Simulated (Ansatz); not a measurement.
# BrClH2NSi radical: from a rough start to a minimum

Aim: relax BrClH2NSi radical from a cheap starting geometry, check the end point by its vibrations and derive ideal-gas thermochemistry, and look at its orbitals and charge.

The runs use Ansatz 0.2.0, Gaussian basis; UKS PBE0-D4/def2-TZVP.

The runs, in order: relaxation at PBE-D4/def2-SVP; relaxation at PBE0-D4/def2-TZVP; harmonic vibrations at the same level; a single point in def2-TZVPP for the fields.

## Step 1: The starting structure

SMILES `N[Si](Cl)Br`, 6 atoms, charge 0, spin multiplicity 2.

Atoms are counted from 1 here; the program's logs count them from 0.

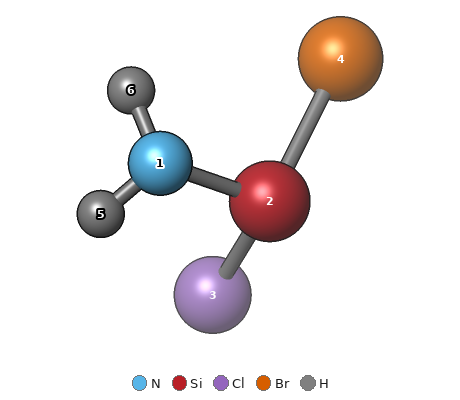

Start geometry, drawn with nitrogen blue, silicon red, chlorine purple, bromine orange, hydrogen grey; atoms are numbered from 1 in the order of the file.

Coordinates:

```xyz
6
charge 0, multiplicity 2
N    -0.07390    0.95920    0.36070
Si    0.72050   -0.15840   -0.56990
Cl    1.03220   -1.72420    0.68520
Br   -0.63930   -0.80380   -2.11770
H     0.11840    0.86050    1.31170
H    -1.11570    0.80270    0.28370
```

The start is a force-field geometry with small random shifts, so a cheaper pass at PBE-D4/def2-SVP comes first.

## Step 2: Relaxation at PBE-D4/def2-SVP (cheap first pass)

Input file in.yaml:

```yaml
crystal:
  periodic: [false, false, false]
  atoms:
    - {symbol: N, position_ang: [-0.073900, 0.959200, 0.360700]}
    - {symbol: Si, position_ang: [0.720500, -0.158400, -0.569900]}
    - {symbol: Cl, position_ang: [1.032200, -1.724200, 0.685200]}
    - {symbol: Br, position_ang: [-0.639300, -0.803800, -2.117700]}
    - {symbol: H, position_ang: [0.118400, 0.860500, 1.311700]}
    - {symbol: H, position_ang: [-1.115700, 0.802700, 0.283700]}
basis:
  gaussian: {orbitals: def2-SVP}
magnetization: {spin_polarized: true, initial_magnetization: 1}
hamiltonian: {xc: pbe, dispersion: d4}
relax: {f_tol: 0.03, max_steps: 200}
```

The run is started by

```sh
> ansatz run in.yaml --threads 4 --pin off --events-out ev --progress --plain --max-ram 10444MiB
```

The program printed (excerpt; [...] marks lines left out):

```text
Functional definition: PBE
  name "PBE"
  cite "Perdew, Burke & Ernzerhof, Phys. Rev. Lett. 77, 3865 (1996) doi:10.1103/PhysRevLett.77.3865"
  parent pbe
[...]
1024 factors; their error is unknown
[...]
mean field -91933.28475799 eV, -3378.4859002377 hartree, gradient 4.5e-5 eV, S^2 0.751426; 0 other end points of the search recorded, 0 dependent functions left out
[...]
reference -91933.28478889 eV, -3378.4859013733 hartree; 38, 37 occupied and 54, 55 virtual orbitals, 1024 factors
relax step   1: F+E_penalty+E_count = -91933.48408365 eV  Δ(F+E_penalty+E_count) = +0.000e0 eV  max|allowed force component| = 3.208e0 eV/Å  Δτ_max = 0.0000 Å  (28 SCF iters, accepted)
[...]
relax step   4: F+E_penalty+E_count = -91933.99004355 eV  Δ(F+E_penalty+E_count) = -3.415e-2 eV  max|allowed force component| = 3.480e-1 eV/Å  Δτ_max = 0.1261 Å  (31 SCF iters, accepted)
[...]
relax step   7: F+E_penalty+E_count = -91934.04863566 eV  Δ(F+E_penalty+E_count) = -3.002e-2 eV  max|allowed force component| = 2.433e-1 eV/Å  Δτ_max = 0.0997 Å  (32 SCF iters, accepted)
[...]
relax step  10: F+E_penalty+E_count = -91934.06773247 eV  Δ(F+E_penalty+E_count) = -2.746e-3 eV  max|allowed force component| = 3.734e-1 eV/Å  Δτ_max = 0.1089 Å  (29 SCF iters, accepted)
[...]
relax step  13: F+E_penalty+E_count = -91934.07120169 eV  Δ(F+E_penalty+E_count) = +4.738e-4 eV  max|allowed force component| = 1.533e-1 eV/Å  Δτ_max = 0.0371 Å  (30 SCF iters, rejected (line search))
[...]
relax step  14: F+E_penalty+E_count = -91934.07289553 eV  Δ(F+E_penalty+E_count) = -1.220e-3 eV  max|allowed force component| = 2.257e-2 eV/Å  Δτ_max = 0.0181 Å  (31 SCF iters, accepted)
1024 factors; their error is unknown
[...]
mean field -91933.88346584 eV, -3378.5079023454 hartree, gradient 1.4e-5 eV, S^2 0.751792; 1 other end points of the search recorded, 0 dependent functions left out
[...]
reference -91933.88349740 eV, -3378.5079035052 hartree; 38, 37 occupied and 54, 55 virtual orbitals, 1024 factors
Total energy: -91934.07292708 eV, -3378.5148649175 hartree
Atom 0 at    -0.350716     0.677440     0.523007 Å, force     0.014484     0.000310     0.011590 eV/Å
Atom 1 at     0.645160    -0.259376    -0.550977 Å, force     0.005441    -0.004782     0.005745 eV/Å
Atom 2 at     1.376196    -1.847593     0.609607 Å, force    -0.001959     0.004686    -0.003723 eV/Å
Atom 3 at    -0.703751    -0.970259    -2.227502 Å, force    -0.000636     0.001685     0.007829 eV/Å
Atom 4 at    -0.001889     0.900719     1.460940 Å, force    -0.010877    -0.011121    -0.022565 eV/Å
Atom 5 at    -0.922800     1.435068     0.138624 Å, force    -0.006453     0.009222     0.001124 eV/Å
Dipole moment:    -0.070669     0.549748     0.275929 e Å
```

It took 18 s on 4 threads of Arm Neoverse V2, shared host.

Along the way: (the energy doesn't fall at every step)

| step | energy from step 1 (eV) | largest force component (eV/Å) |
| --- | --- | --- |
| 1 | 0.0000 | 3.2077 |
| 2 | -0.4121 | 1.4045 |
| 3 | -0.4718 | 0.4767 |
| 4 | -0.5060 | 0.3480 |
| 5 | -0.5345 | 0.6094 |
| 6 | -0.4501 | 1.3072 |
| 7 | -0.5646 | 0.2433 |
| 8 | -0.5778 | 0.1300 |
| 9 | -0.5809 | 0.0745 |
| 10 | -0.5836 | 0.3734 |
| 11 | -0.5825 | 0.4852 |
| 12 | -0.5876 | 0.1281 |
| 13 | -0.5871 | 0.1533 |
| 14 | -0.5888 | 0.0226 |

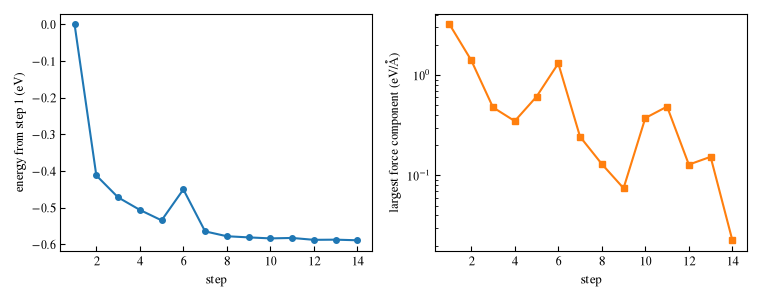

Energy and largest force along the relaxation.

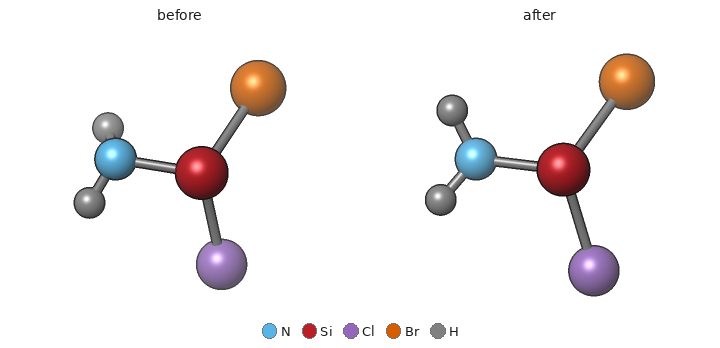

The geometry before (left) and after (right).

Close pairs (by a distance rule), those that changed most:

| bond | before (Å) | after (Å) | change (Å) |
| --- | --- | --- | --- |
| Si2–Br4 | 2.159 | 2.266 | +0.107 |
| N1–Si2 | 1.657 | 1.739 | +0.081 |
| Si2–Cl3 | 2.031 | 2.099 | +0.068 |
| N1–H5 | 0.975 | 1.025 | +0.050 |
| N1–H6 | 1.056 | 1.024 | -0.032 |

## Step 3: Geometry optimisation, PBE0-D4/def2-TZVP

Input file in.yaml:

```yaml
crystal:
  periodic: [false, false, false]
  atoms:
    - {symbol: N, position_ang: [-0.350716, 0.677440, 0.523007]}
    - {symbol: Si, position_ang: [0.645160, -0.259376, -0.550977]}
    - {symbol: Cl, position_ang: [1.376196, -1.847593, 0.609607]}
    - {symbol: Br, position_ang: [-0.703751, -0.970259, -2.227502]}
    - {symbol: H, position_ang: [-0.001889, 0.900719, 1.460940]}
    - {symbol: H, position_ang: [-0.922800, 1.435068, 0.138624]}
basis:
  gaussian: {orbitals: def2-TZVP}
magnetization: {spin_polarized: true, initial_magnetization: 1}
hamiltonian: {xc: pbe0, dispersion: d4}
relax: {f_tol: 0.005, max_steps: 150}
```

Same command.

The program printed (excerpt; [...] marks lines left out):

```text
Functional definition: PBE0
  name "PBE0"
  cite "Adamo & Barone, J. Chem. Phys. 110, 6158 (1999) doi:10.1063/1.478522"
  cite "Perdew, Burke & Ernzerhof, Phys. Rev. Lett. 77, 3865 (1996) doi:10.1103/PhysRevLett.77.3865"
  parent pbe
[...]
1192 factors; their error is unknown
[...]
mean field -91955.70552512 eV, -3379.3098482324 hartree, gradient 2.8e-5 eV, S^2 0.753495; 0 other end points of the search recorded, 0 dependent functions left out
[...]
reference -91955.70555255 eV, -3379.3098492404 hartree; 38, 37 occupied and 127, 128 virtual orbitals, 1192 factors
relax step   1: F+E_penalty+E_count = -91955.86692483 eV  Δ(F+E_penalty+E_count) = +0.000e0 eV  max|allowed force component| = 6.403e-1 eV/Å  Δτ_max = 0.0000 Å  (33 SCF iters, accepted)
[...]
1192 factors; their error is unknown
[...]
mean field -91955.75221469 eV, -3379.3115640425 hartree, gradient 1.6e-5 eV, S^2 0.753032; 1 other end points of the search recorded, 0 dependent functions left out
[...]
reference -91955.75224205 eV, -3379.3115650480 hartree; 38, 37 occupied and 127, 128 virtual orbitals, 1192 factors
Total energy: -91955.91542815 eV, -3379.3175620263 hartree
Atom 0 at    -0.316250     0.695143     0.503625 Å, force     0.000237    -0.001545    -0.001791 eV/Å
Atom 1 at     0.629776    -0.259345    -0.541520 Å, force    -0.000435     0.000439    -0.001162 eV/Å
Atom 2 at     1.356558    -1.816825     0.593950 Å, force     0.000015    -0.000725     0.000241 eV/Å
Atom 3 at    -0.693734    -0.969888    -2.194359 Å, force     0.000794    -0.000065     0.000984 eV/Å
Atom 4 at    -0.020213     0.866488     1.451671 Å, force     0.000021     0.000568     0.000744 eV/Å
Atom 5 at    -0.913937     1.420426     0.140332 Å, force    -0.000632     0.001327     0.000984 eV/Å
Dipole moment:    -0.076335     0.500543     0.270272 e Å
```

Run time: 36 s. Hardware: 4 threads of Arm Neoverse V2, shared host; peak memory 0.61 GiB.

Along the way:

| step | energy from step 1 (eV) | largest force component (eV/Å) |
| --- | --- | --- |
| 1 | 0.0000 | 0.6403 |
| 2 | -0.0417 | 0.3085 |
| 3 | -0.0469 | 0.0803 |
| 4 | -0.0460 | 0.1355 |
| 5 | -0.0482 | 0.0486 |
| 6 | -0.0477 | 0.0931 |
| 7 | -0.0485 | 0.0138 |
| 8 | -0.0485 | 0.0059 |
| 9 | -0.0485 | 0.0018 |

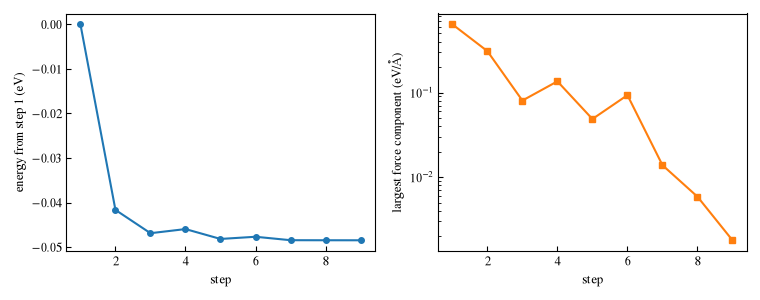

Energy and largest force along the relaxation.

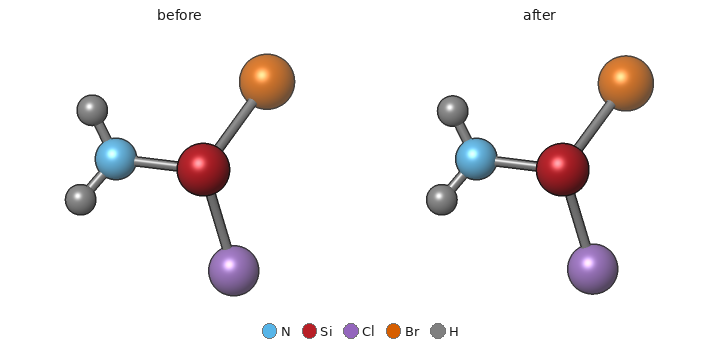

The geometry before (left) and after (right).

Close pairs (by a distance rule), those that changed most:

| bond | before (Å) | after (Å) | change (Å) |
| --- | --- | --- | --- |
| Si2–Cl3 | 2.099 | 2.060 | -0.039 |
| N1–Si2 | 1.739 | 1.702 | -0.036 |
| Si2–Br4 | 2.266 | 2.233 | -0.033 |
| N1–H5 | 1.025 | 1.008 | -0.017 |
| N1–H6 | 1.024 | 1.008 | -0.017 |

Mulliken charges at the end point, from the run's report:

| atom | value (e) |
| --- | --- |
| N1 | -0.56 |
| Si2 | 0.49 |
| Cl3 | -0.22 |
| Br4 | -0.21 |
| H5 | 0.25 |
| H6 | 0.25 |

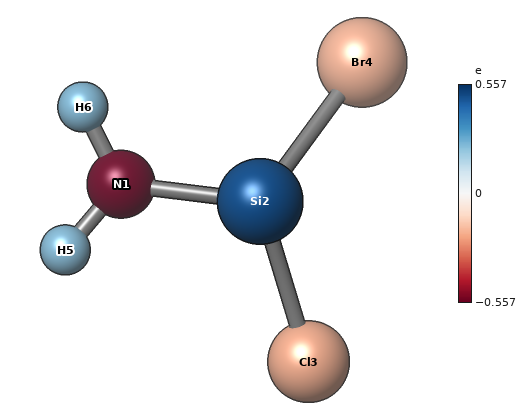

Mulliken charges at the end point, from the run's report, as colours on the atoms.

## Step 4: Vibrations by finite differences

Input file in.yaml:

```yaml
crystal:
  periodic: [false, false, false]
  atoms:
    - {symbol: N, position_ang: [-0.316250, 0.695143, 0.503625]}
    - {symbol: Si, position_ang: [0.629776, -0.259345, -0.541520]}
    - {symbol: Cl, position_ang: [1.356558, -1.816825, 0.593950]}
    - {symbol: Br, position_ang: [-0.693734, -0.969888, -2.194359]}
    - {symbol: H, position_ang: [-0.020213, 0.866488, 1.451671]}
    - {symbol: H, position_ang: [-0.913937, 1.420426, 0.140332]}
basis:
  gaussian: {orbitals: def2-TZVP}
magnetization: {spin_polarized: true, initial_magnetization: 1}
hamiltonian: {xc: pbe0, dispersion: d4}
phonons: {temperatures: {t_min: 298.15, t_max: 900, t_step: 200}}
```

Same command.

The program printed (excerpt; [...] marks lines left out):

```text
Functional definition: PBE0
  name "PBE0"
  cite "Adamo & Barone, J. Chem. Phys. 110, 6158 (1999) doi:10.1063/1.478522"
  cite "Perdew, Burke & Ernzerhof, Phys. Rev. Lett. 77, 3865 (1996) doi:10.1103/PhysRevLett.77.3865"
  parent pbe
[...]
1192 factors; their error is unknown
[...]
mean field -91955.75221232 eV, -3379.3115639552 hartree, gradient 1.9e-5 eV, S^2 0.753032; 0 other end points of the search recorded, 0 dependent functions left out
[...]
reference -91955.75223968 eV, -3379.3115649609 hartree; 38, 37 occupied and 127, 128 virtual orbitals, 1192 factors
[...]
1192 factors; their error is unknown
mean field -91955.75211007 eV, -3379.3115601975 hartree, gradient 1.8e-6 eV, S^2 0.753027; 0 other end points of the search recorded, 0 dependent functions left out
[...]
reference -91955.75213744 eV, -3379.3115612033 hartree; 38, 37 occupied and 127, 128 virtual orbitals, 1192 factors
[...]
reference -91955.75220682 eV, -3379.3115637532 hartree; 38, 37 occupied and 127, 128 virtual orbitals, 1192 factors
Total energy: -91955.91542577 eV, -3379.3175619390 hartree
Atom 0 at    -0.316250     0.695143     0.503625 Å, force     0.000235    -0.001532    -0.001770 eV/Å
Atom 1 at     0.629776    -0.259345    -0.541520 Å, force    -0.000426     0.000415    -0.001167 eV/Å
Atom 2 at     1.356558    -1.816825     0.593950 Å, force     0.000015    -0.000719     0.000236 eV/Å
Atom 3 at    -0.693734    -0.969888    -2.194359 Å, force     0.000795    -0.000064     0.000981 eV/Å
Atom 4 at    -0.020213     0.866488     1.451671 Å, force     0.000019     0.000566     0.000736 eV/Å
Atom 5 at    -0.913937     1.420426     0.140332 Å, force    -0.000639     0.001335     0.000983 eV/Å
Dipole moment:    -0.076334     0.500544     0.270274 e Å
Vibrations: 124.29 141.56 255.28 293.92 333.94 408.02 531.15 806.12 877.48 1560.28 3596.21 3702.51 cm⁻¹, zero-point energy 0.783008 eV
```

Run time: 84 s. Hardware: 4 threads of Arm Neoverse V2, shared host; peak memory 0.6 GiB.

Motions are named by where the mode's potential energy lies. Wavenumbers, unscaled:

| mode | cm⁻¹ | motion |
| --- | --- | --- |
| 1 | 124 | bend |
| 2 | 142 | bend with torsion |
| 3 | 255 | bend with torsion |
| 4 | 294 | torsion with bend |
| 5 | 334 | torsion |
| 6 | 408 | Si–Br stretch |
| 7 | 531 | Si–Cl stretch |
| 8 | 806 | bend |
| 9 | 877 | Si–N stretch |
| 10 | 1560 | bend |
| 11 | 3596 | N–H stretch |
| 12 | 3703 | N–H stretch |

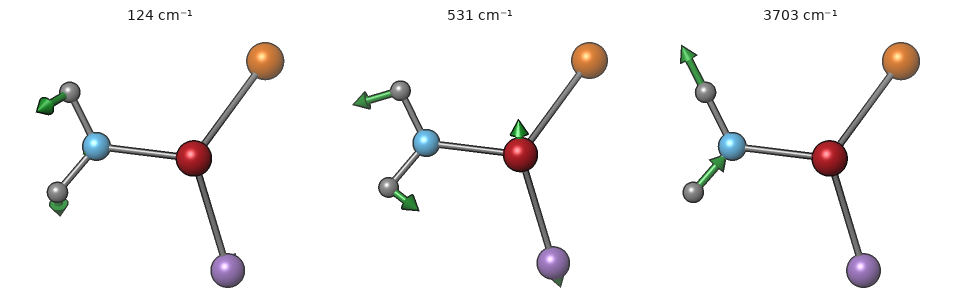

Displacements of 3 modes, as arrows.

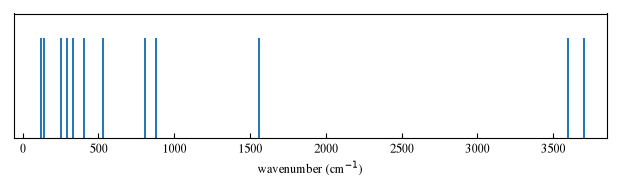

The harmonic wavenumbers as sticks (no intensities were computed).

From these modes and the moments of inertia (298.15 K, 1 bar, symmetry number 1):

| term | value |
| --- | --- |
| zero-point energy | 75.5 kJ/mol |
| H(298) − E | 94.1 kJ/mol |
| entropy, electronic degeneracy | 5.8 J/(mol K) |
| entropy, translation | 172.1 J/(mol K) |
| entropy, rotation | 117.7 J/(mol K) |
| entropy, vibration | 50.6 J/(mol K) |
| entropy, total | 346.2 J/(mol K) |

## Step 5: A single point for the fields

Changes to in.yaml since step 4:

```diff
@@ -10,5 +10,5 @@
 basis:
-  gaussian: {orbitals: def2-TZVP}
+  gaussian: {orbitals: def2-TZVPP}
 magnetization: {spin_polarized: true, initial_magnetization: 1}
 hamiltonian: {xc: pbe0, dispersion: d4}
-phonons: {temperatures: {t_min: 298.15, t_max: 900, t_step: 200}}
+output: {orbitals: {seedname: orbitals}}
```

Launched as before.

The program printed:

```text
Functional definition: PBE0
  name "PBE0"
  cite "Adamo & Barone, J. Chem. Phys. 110, 6158 (1999) doi:10.1063/1.478522"
  cite "Perdew, Burke & Ernzerhof, Phys. Rev. Lett. 77, 3865 (1996) doi:10.1103/PhysRevLett.77.3865"
  parent pbe
  parameter a = 0.25
  parameter kappa = 0.804
  parameter beta = 0.06672455060314922
  exchange = (1 - a)*pbe_x(kappa = kappa, mu = beta*pi^2/3) + a*exact_x
  correlation = pbe_c(beta = beta)
1302 factors; their error is unknown
mean field evaluation 1: about -91948.8328 eV, gradient 4.2e1 eV
mean field evaluation 2: about -91932.4682 eV, gradient 6.7e1 eV
mean field evaluation 4: about -91955.2770 eV, gradient 3.2e0 eV
mean field evaluation 8: about -91955.3201 eV, gradient 1.1e-1 eV
mean field evaluation 16: about -91955.8046 eV, gradient 3.1e-4 eV
mean field -91955.80461478 eV, -3379.3134897100 hartree, gradient 5.5e-5 eV, S^2 0.753038; 0 other end points of the search recorded, 0 dependent functions left out
reference -91955.80464237 eV, -3379.3134907242 hartree; 38, 37 occupied and 153, 154 virtual orbitals, 1302 factors
Total energy: -91955.96782846 eV, -3379.3194877023 hartree
```

Run time: 3.9 s. Hardware: 4 threads of Arm Neoverse V2, shared host; peak memory 0.76 GiB.

The fields below are evaluated on a grid from the run's orbitals.

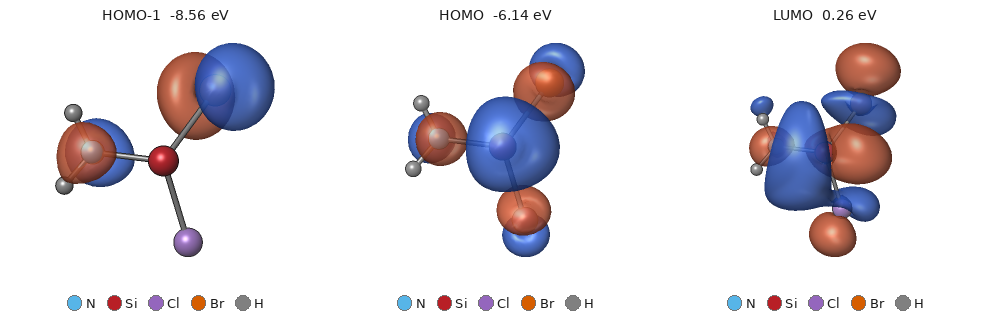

Frontier orbitals at PBE0-D4/def2-TZVPP (alpha spin); each surface holds 70 % of the orbital's density, blue and red mark the sign.

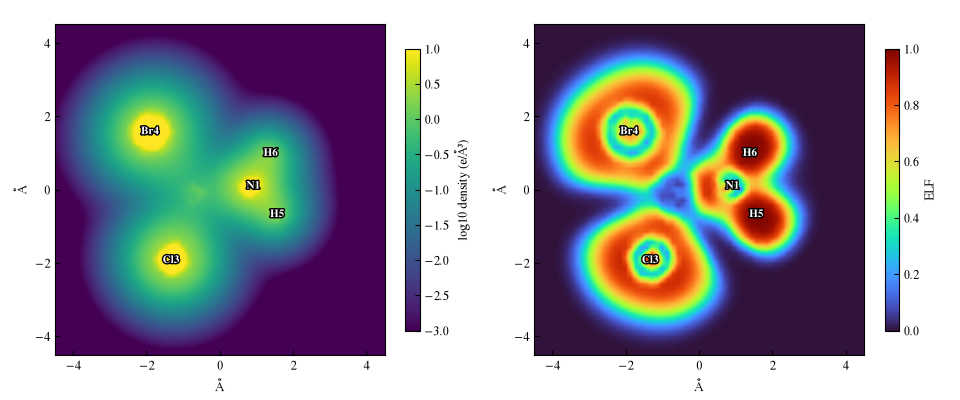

Density (left) and ELF (right) in a plane through or near 5 of the atoms.

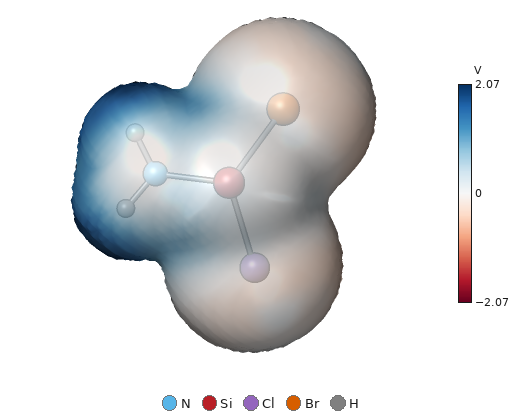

Electrostatic potential on the surface of density 0.002 e/bohr³; red is low, blue high. It runs from -0.58 V near N1 to 2.07 V near H6.

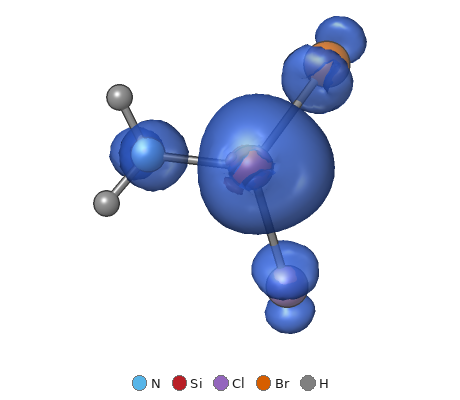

Spin density at ±0.04 e/Å³ (alpha excess blue, beta excess red).

## Step 6: Summary of results

| quantity | value |
| --- | --- |
| point group | C1 |
| steps | 14 + 9 |
| shift from the start (rms) | 0.367 Å |
| total energy | -91955.9154 eV |
| dispersion term | -163 meV |
| dipole moment | 2.76 D |
| lowest, highest wavenumber | 124, 3703 cm⁻¹ |
| zero-point energy | 75.5 kJ/mol |
| entropy at 298.15 K | 346.2 J/(mol K) |
| HOMO, LUMO (alpha spin) | -6.14, 0.26 eV |

What this shows: The atoms moved 0.37 Å (rms) from the start; the bond that changed most is Si2–Br4, from 2.159 to 2.233 Å. All wavenumbers are real, so the end point is a minimum. The stiffest mode, 3703 cm⁻¹, is an N–H stretch, and 2 modes under 200 cm⁻¹ make the vibrational entropy uncertain. Harmonic hybrid wavenumbers usually lie a few per cent above measured fundamentals. The largest Mulliken charge, -0.56 e, sits on N1. The alpha HOMO lies mostly on Si2 54 %; Br4 17 % and the LUMO on Si2 45 %; Br4 20 %. The unpaired spin sits mainly on Si2 63 %; Br4 13 %.
